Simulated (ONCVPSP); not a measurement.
# Pseudopotential generation, with input and output: Pt

- system: platinum (Pt, Z = 78), core [Kr] 4d10 4f14, reference valence 5s2 5p6 5d9 6s1, valence charge 18.
- method: ONCV potential, PBE, scalar-relativistic, made with ONCVPSP 4.0.1

### Results in brief

- outcome: generated
- cutoffs needed: 27 Ha and 32 Ha (the cutoffs at which the residual kinetic energy of the hardest occupied pseudo-wave falls to 1 and 0.1 mHa per electron)
- ghost test: no bound ghost flagged; GHOST(+) flagged for s at 254.3 eV
- largest excitation error: -35 meV (all-electron minus pseudo) for 5s2 5p6 5d6 6s0, out of 4 test configurations
- range over which the phases arctan(r R′/R) at the test radius agree within 0.05 rad (a looser test near the poles than one of phase shifts): s: over the whole range computed; p: over the whole range computed; d: over the whole range computed; f: not judged, local potential alone
- hardware: 1 CPU thread, shared host
- wall time: 4.8 s

### Remarks

Warnings of the program, in the generation or the tests: wellstate: negative energy specified for n= 6 l= 1.

### The input
```
# ATOM AND REFERENCE CONFIGURATION
# atsym  z   nc   nv     iexc    psfile
  Pt 78.00   10    4        4      upf
#
#   n    l    f
    1    0    2.00
    2    0    2.00
    2    1    6.00
    3    0    2.00
    3    1    6.00
    3    2   10.00
    4    0    2.00
    4    1    6.00
    4    2   10.00
    4    3   14.00
    5    0    2.00
    5    1    6.00
    5    2    9.00
    6    0    1.00
#
# PSEUDOPOTENTIAL AND OPTIMIZATION
# lmax
    2
#
#   l,   rc,      ep,       ncon, nbas, qcut
    0    1.60    0.00    4    7    9.20
    1    1.85    0.00    4    7    7.90
    2    2.10    0.00    4    9    9.10
#
# LOCAL POTENTIAL
# lloc, lpopt,  rc(5),   dvloc0
    4    5    1.25    0.00
#
# VANDERBILT-KLEINMAN-BYLANDER PROJECTORs
# l, nproj, debl
    0    2    3.70
    1    2    1.30
    2    2    3.20
#
# MODEL CORE CHARGE
# icmod, fcfact, rcfact
    0    0.00    0.00
#
# LOG DERIVATIVE ANALYSIS
# epsh1, epsh2, depsh
   -5.00    5.00    0.04
#
# OUTPUT GRID
# rlmax, drl
    6.00    0.01
#
# TEST CONFIGURATIONS
# ncnf
    4
# nvcnf
#   n    l    f
    4
    5    0    2.00
    5    1    6.00
    5    2    9.00
    6    0    0.00
#
    4
    5    0    2.00
    5    1    6.00
    5    2    8.00
    6    0    0.00
#
    4
    5    0    2.00
    5    1    6.00
    5    2    7.00
    6    0    0.00
#
    4
    5    0    2.00
    5    1    6.00
    5    2    6.00
    6    0    0.00
#
```

Run as:
```bash
oncvpsp.x < Pt.dat > Pt.out
```

### Log (extracts)
```
ONCVPSP  (Optimized Norm-Conservinng Vanderbilt PSeudopotential)
scalar-relativistic version 4.0.1

#   n    l    f        energy (Ha)
    1    0    2.00    -2.8825898E+03
    2    0    2.00    -5.0638549E+02
    2    1    6.00    -4.3878888E+02
    3    0    2.00    -1.1894639E+02
    3    1    6.00    -9.9265241E+01
    3    2   10.00    -7.7944108E+01
    4    0    2.00    -2.5560096E+01
    4    1    6.00    -1.9107263E+01
    4    2   10.00    -1.1275922E+01
    4    3   14.00    -2.5752918E+00
    5    0    2.00    -3.7417935E+00
    5    1    6.00    -2.0586542E+00
    5    2    9.00    -2.2568882E-01
    6    0    1.00    -2.0797764E-01

Reference configufation results
  iterations    29
  all-electron total energy (Ha)   -1.84135155D+04

Begin loop to  construct optimized pseudo wave functions
and semi-local pseudopoentials for all angular momenta

Calculating optimized projector #   1

 for l=   0

    Fraction of norm inside rc  0.966758
    Optimizing pswf for qcut=   9.21 a_B^-1,  ecut=  42.44 Ha
    Residual kinetic energy error=  2.41D-07 Ha

    Energy error per electron        Cutoff
         Ha          eV             Ha
         0.01000     0.27211       21.06
         0.00100     0.02721       26.97
         0.00010     0.00272       31.88
         0.00001     0.00027       35.81

Calculating optimized projector #   2

 for l=   0

    Fraction of norm inside rc  0.070657
    Optimizing pswf for qcut=   9.21 a_B^-1,  ecut=  42.44 Ha
    Residual kinetic energy error=  1.50D-07 Ha

    Energy error per electron        Cutoff
         Ha          eV             Ha
         0.01000     0.27211       17.39
         0.00100     0.02721       25.14
         0.00010     0.00272       31.12
         0.00001     0.00027       35.79

WARNING wellstate: negative energy specified for n= 6 l=  1
WARNING scattering state with energy  0.25000000
WARNING will be used for the first projector

   Wellstate for l =  1  n =  6
     eigenvalue =   0.2500
     asymptotic potential =   0.7500
     half-point radius =  3.4768

Calculating optimized projector #   1

 for l=   1

    Fraction of norm inside rc  0.957837
    Optimizing pswf for qcut=   7.89 a_B^-1,  ecut=  31.13 Ha
    Residual kinetic energy error=  7.54D-08 Ha

    Energy error per electron        Cutoff
         Ha          eV             Ha
         0.01000     0.27211       11.89
         0.00100     0.02721       15.10
         0.00010     0.00272       17.70
         0.00001     0.00027       19.73

Calculating optimized projector #   2

 for l=   1

    Fraction of norm inside rc  0.108114
    Optimizing pswf for qcut=   7.89 a_B^-1,  ecut=  31.13 Ha
    Residual kinetic energy error=  7.65D-07 Ha

    Energy error per electron        Cutoff
         Ha          eV             Ha
         0.01000     0.27211        9.72
         0.00100     0.02721       12.76
         0.00010     0.00272       16.58
         0.00001     0.00027       25.94

   Wellstate for l =  2  n =  7
     eigenvalue =   2.9743
     asymptotic potential =   3.4743
     half-point radius =  3.3256

Calculating optimized projector #   1

 for l=   2

    Fraction of norm inside rc  0.761989
    Optimizing pswf for qcut=   9.09 a_B^-1,  ecut=  41.33 Ha
    Residual kinetic energy error=  1.33D-09 Ha

    Energy error per electron        Cutoff
         Ha          eV             Ha
         0.01000     0.27211       15.57
         0.00100     0.02721       20.69
         0.00010     0.00272       25.21
         0.00001     0.00027       29.17

Calculating optimized projector #   2

 for l=   2

    Fraction of norm inside rc  0.229166
    Optimizing pswf for qcut=   9.09 a_B^-1,  ecut=  41.33 Ha
    Residual kinetic energy error=  1.02D-08 Ha

    Energy error per electron        Cutoff
         Ha          eV             Ha
         0.01000     0.27211       16.99
         0.00100     0.02721       21.67
         0.00010     0.00272       26.77
         0.00001     0.00027       32.24

Construct Vanderbilt / Kleinmman-Bylander projectors

B matrix Hermiticity error, ll=   0
   1   2    5.7662E-04

  Orthonormal projector coefficients  1.3903E+01  1.8859E+00

B matrix Hermiticity error, ll=   1
   1   2    3.6227E-04

  Orthonormal projector coefficients  7.0443E+00  1.1686E+00

B matrix Hermiticity error, ll=   2
   1   2   -3.7489E-04

  Orthonormal projector coefficients  4.3130E+00  5.8805E-01

Pseudoatom total energy -120.766850

Diagnostic tests using Vanderbilt-Kleinman-Bylander pseudopotentials
  1 or more projectors used as specified by nproj input data

   l    rcore       rmatch      e in        delta e   norm test  slope test

   0   1.6050159   1.6537477  -3.7417935   0.0000068   1.0002768   1.0002577
   0   1.6050159   1.6537477  -0.2079776   0.0000050   1.0000472   1.0000360

   1   1.8528100   1.9090653  -2.0586542   0.0000021   1.0002036   1.0001992
   1   1.8528100   1.9090653   0.2500000   0.0000168   1.0002481   1.0002481

   2   2.1008182   2.1646036  -0.2256888   0.0000001   1.0000732   1.0000830
   2   2.1008182   2.1646036   2.9743112   0.0000551   1.0001935   1.0001935

 Testing for bound ghosts
   n   l    E NL Schr. Eq   E Basis Diag.   E Cutoff

   1   0       -3.741787       -3.741787     74.14
   2   0       -0.207973       -0.157274     74.14

   2   1       -2.058652       -2.058651     65.47

   3   2       -0.225689       -0.225040    100.52

 Testing for highly-localized positive-energy ghosts
       l    <radius>/rc     E Basis Diag.   E Cutoff

       0        0.647565        9.344584     74.14  WARNING - GHOST(+)

Test configuration 0

   n   l     f        eae           eps        diff
   1   0  2.0000-2882.58977367
   2   0  2.0000 -506.38549181
   2   1  6.0000 -438.78887724
   3   0  2.0000 -118.94638657
   3   1  6.0000  -99.26524108
   3   2 10.0000  -77.94410828
   4   0  2.0000  -25.56009571
   4   1  6.0000  -19.10726267
   4   2 10.0000  -11.27592159
   4   3 14.0000   -2.57529182
   5   0  2.0000   -3.74179352   -3.74178671    6.81D-06
   5   1  6.0000   -2.05865417   -2.05865203    2.15D-06
   5   2  9.0000   -0.22568882   -0.22568871    1.10D-07
   6   0  1.0000   -0.20797764   -0.20797262    5.02D-06

    Total energies and differences
      AE_ref= -1.84135155D+04  AE_tst= -1.84135155D+04  dif=  0.00D+00
      PS_ref= -1.20766850D+02  PS_tst= -1.20766850D+02  dif=  2.96D-12
      PSP excitation error= -2.96D-12

Test configuration 1

   n   l     f        eae           eps        diff
   1   0  2.0000-2882.89240984
   2   0  2.0000 -506.68531004
   2   1  6.0000 -439.08875233
   3   0  2.0000 -119.24688898
   3   1  6.0000  -99.56574982
   3   2 10.0000  -78.24436605
   4   0  2.0000  -25.86106209
   4   1  6.0000  -19.40820667
   4   2 10.0000  -11.57675623
   4   3 14.0000   -2.87621042
   5   0  2.0000   -4.04436786   -4.04490165   -5.34D-04
   5   1  6.0000   -2.36315234   -2.36326676   -1.14D-04
   5   2  9.0000   -0.52566799   -0.52559048    7.75D-05

    Total energies and differences
      AE_ref= -1.84135155D+04  AE_tst= -1.84131776D+04  dif=  3.38D-01
      PS_ref= -1.20766850D+02  PS_tst= -1.20428814D+02  dif=  3.38D-01
      PSP excitation error= -1.52D-04

Test configuration 2

   n   l     f        eae           eps        diff
   1   0  2.0000-2883.36447650
   2   0  2.0000 -507.15873813
   2   1  6.0000 -439.56215014
   3   0  2.0000 -119.71931376
   3   1  6.0000 -100.03816843
   3   2 10.0000  -78.71701409
   4   0  2.0000  -26.33295258
   4   1  6.0000  -19.88008133
   4   2 10.0000  -12.04865177
   4   3 14.0000   -3.34775115
   5   0  2.0000   -4.51160619   -4.51207502   -4.69D-04
   5   1  6.0000   -2.82397749   -2.82426661   -2.89D-04
   5   2  8.0000   -0.95099938   -0.95097254    2.68D-05

    Total energies and differences
      AE_ref= -1.84135155D+04  AE_tst= -1.84124439D+04  dif=  1.07D+00
      PS_ref= -1.20766850D+02  PS_tst= -1.19695049D+02  dif=  1.07D+00
      PSP excitation error= -1.78D-04

Test configuration 3

   n   l     f        eae           eps        diff
   1   0  2.0000-2883.90083496
   2   0  2.0000 -507.69692379
   2   1  6.0000 -440.10034570
   3   0  2.0000 -120.25504433
   3   1  6.0000 -100.57389057
   3   2 10.0000  -79.25320425
   4   0  2.0000  -26.86717748
   4   1  6.0000  -20.41421329
   4   2 10.0000  -12.58272502
   4   3 14.0000   -3.88099001
   5   0  2.0000   -5.03602414   -5.03682589   -8.02D-04
   5   1  6.0000   -3.33861310   -3.33957202   -9.59D-04
   5   2  7.0000   -1.42458938   -1.42477728   -1.88D-04

    Total energies and differences
      AE_ref= -1.84135155D+04  AE_tst= -1.84112599D+04  dif=  2.26D+00
      PS_ref= -1.20766850D+02  PS_tst= -1.18510790D+02  dif=  2.26D+00
      PSP excitation error= -4.85D-04

Test configuration 4

   n   l     f        eae           eps        diff
   1   0  2.0000-2884.49199584
   2   0  2.0000 -508.29025247
   2   1  6.0000 -440.69374360
   3   0  2.0000 -120.84419384
   3   1  6.0000 -101.16302978
   3   2 10.0000  -79.84308193
   4   0  2.0000  -27.45362666
   4   1  6.0000  -21.00046799
   4   2 10.0000  -13.16880833
   4   3 14.0000   -4.46567544
   5   0  2.0000   -5.60673301   -5.60842736   -1.69D-03
   5   1  6.0000   -3.89641937   -3.89869566   -2.28D-03
   5   2  6.0000   -1.93775392   -1.93837793   -6.24D-04

    Total energies and differences
      AE_ref= -1.84135155D+04  AE_tst= -1.84095822D+04  dif=  3.93D+00
      PS_ref= -1.20766850D+02  PS_tst= -1.16832258D+02  dif=  3.93D+00
      PSP excitation error= -1.30D-03
```

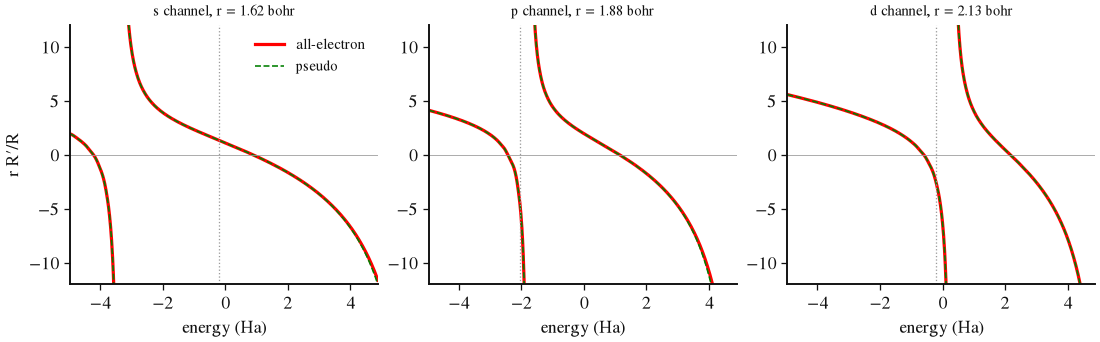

Figure 1. Logarithmic derivatives r R′/R at the test radius against energy, all-electron atom (solid) and pseudo-atom (dashed). Here R(r) is the radial function. The dotted line marks the reference energy of the channel. Not drawn: f: not judged.

- Ghost states: the plot shows none: pseudo and all-electron curves have the same branches in all channels drawn. The separate test gives: no bound ghost flagged; GHOST(+) flagged for s at 254.3 eV.
- Zeros of the logarithmic derivative: s: all-electron -4.2 and 0.9 Ha, pseudo -4.2 and 0.9 Ha; p: all-electron -2.4 and 1.1 Ha, pseudo -2.4 and 1.1 Ha; d: all-electron -0.6 and 2.2 Ha, pseudo -0.6 and 2.2 Ha.

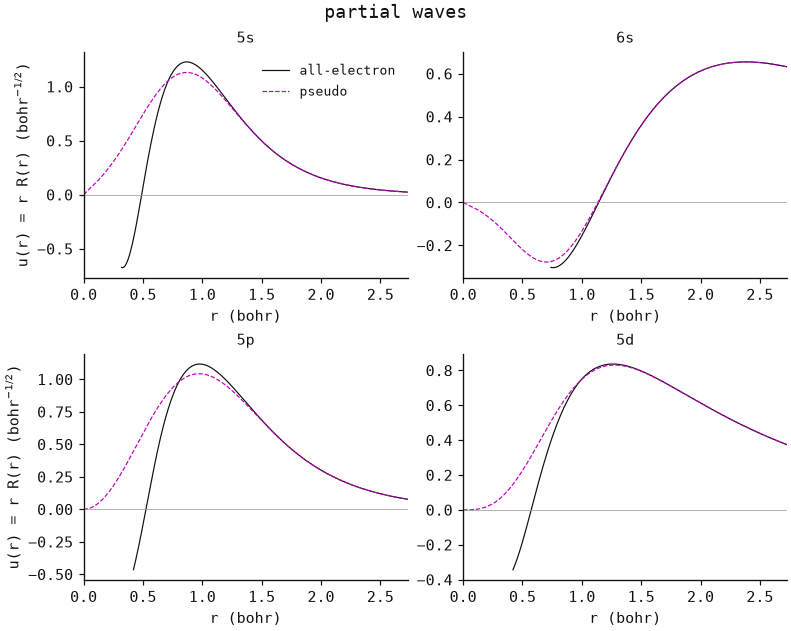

Figure 2. Partial waves u(r) = r R(r), all-electron (solid) and pseudo (dashed). The innermost oscillations of some all-electron curves aren't drawn. Reference configuration 5s2 5p6 5d9 6s1.

- Matching radii: 5s at 1.60 bohr; 6s at 1.60 bohr; 5p at 1.85 bohr; 5d at 2.10 bohr. The curves merge smoothly, so the plot gives these only roughly.
- Nodes of the pseudo-waves: 5s has no node; 6s has a node at about 1.1 bohr; 5p has no node; 5d has no node. A node in 6s is expected, since a lower shell of the same l is also in the valence and the two must stay orthogonal.

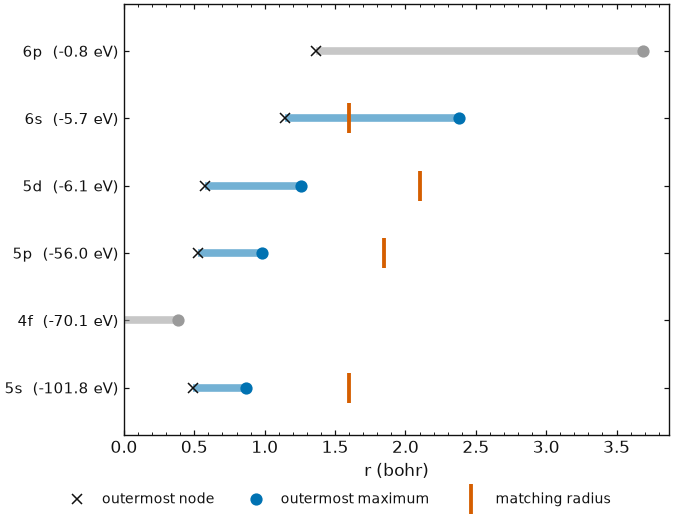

Figure 3. Outer shells of the all-electron reference atom: each bar runs from the outermost node (or the nucleus) to the outermost maximum of u(r); the tick is the radius chosen for the pseudo-wave. Shells without a tick have no pseudo-wave of their own. Levels, nodes and maxima are from ld1.x, scalar-relativistic.

- Radii against the shells: 5s: 1.60 bohr, outside the maximum; 5p: 1.85 bohr, outside the maximum; 5d: 2.10 bohr, outside the maximum; 6s: 1.60 bohr, between node and maximum.
